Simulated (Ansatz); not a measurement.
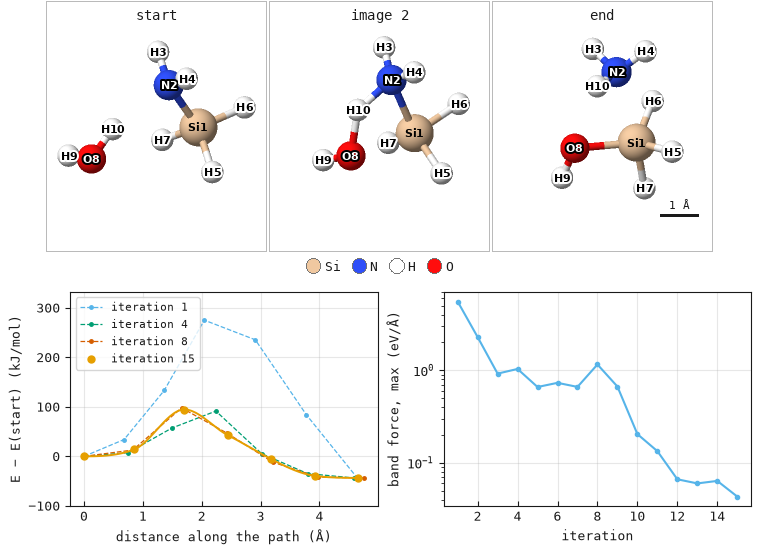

NEB run on SiNH7O. Images are numbered from 0 (start) to 6 (end). The plot follows the band through its iterations. Style: ball-and-stick. Shown at a tilt.

Method: Ansatz 0.2.0, RKS B3LYP-D4/6-31G*. Run with 5 movable images; climbing image; force threshold 0.05 eV/Å; iteration limit 60; starting path through a guess of the saddle point.

> Judge this run.

The result is final at these settings. The band converged in 15 iterations. The largest component of the band force went from 5.5 to 0.043 eV/Å. The climbing image converged on the top of the path. Its vibrational analysis gives one imaginary mode (1085i cm⁻¹), as a transition state must have. The first iteration put the highest image at 275.1 kJ/mol. The highest point, image 2, lies 94.6 kJ/mol above the start and 138.2 kJ/mol above the end; the end is at −43.6 kJ/mol relative to the start.

Cost: 3.4 min on 1 thread of AMD EPYC 7R43 64-Core Processor (Zen 3), with other jobs on the host, peak memory 0.14 GiB.
